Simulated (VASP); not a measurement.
Band structure of BaHfO3 (cubic perovskite). Calculation: r2SCAN meta-GGA with spin-orbit coupling, VASP's PBE PAW potentials (set 64) (plane waves; VASP).

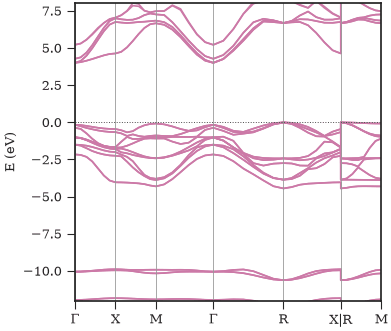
Figure. Bands along high-symmetry lines, zero at the valence-band maximum or, without a gap, the Fermi level

Read the plot: is there a gap, and where are the band edges?

The gap is indirect, 4.00 eV, from the valence maximum at R to the conduction minimum at Γ.

The compound is BaHfO3 in the cubic perovskite structure. It was relaxed first.
